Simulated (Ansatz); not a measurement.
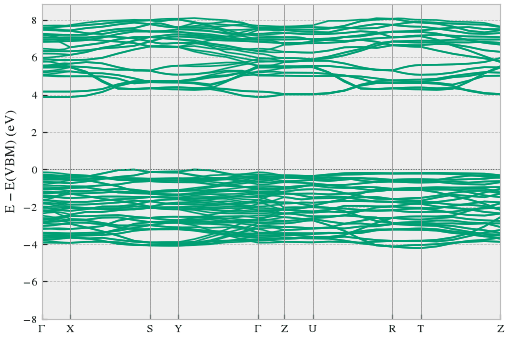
Fig. 1. Band structure from plane-wave PAW r²SCAN (Ansatz code)

The gap is 3.86 eV; an edge lies off the plotted path or next to a special point (maximum off the standard path, minimum at Γ).

Q: Which of these materials gives this?
(A) Ta2O5, Pmmn (Ta on 4e, O on 4e, O on 4e, O on 2a)
(B) CsI3, Pnma (Cs on 4c, I on 4c, I on 4c, I on 4c)
(C) Y2TiO5, Pnma (Pearson symbol oP32)
(D) NbSbO4, Pna2_1 (Pearson symbol oP24)

A: C, Y2TiO5, Pnma (Pearson symbol oP32)

The workflow started from a Materials Project entry (that database holds measured and hypothetical structures alike); the Crystallography Open Database copy checked does not list it. Whether it is the stable phase at ambient conditions was not checked. The cell was relaxed with r²SCAN under the symmetry of its start; whether a distortion lowers the energy is not shown. The run is not spin-polarised. Spin–orbit coupling is left out wherever it is not named.

Potentials: the later of the program's two PAW sets.
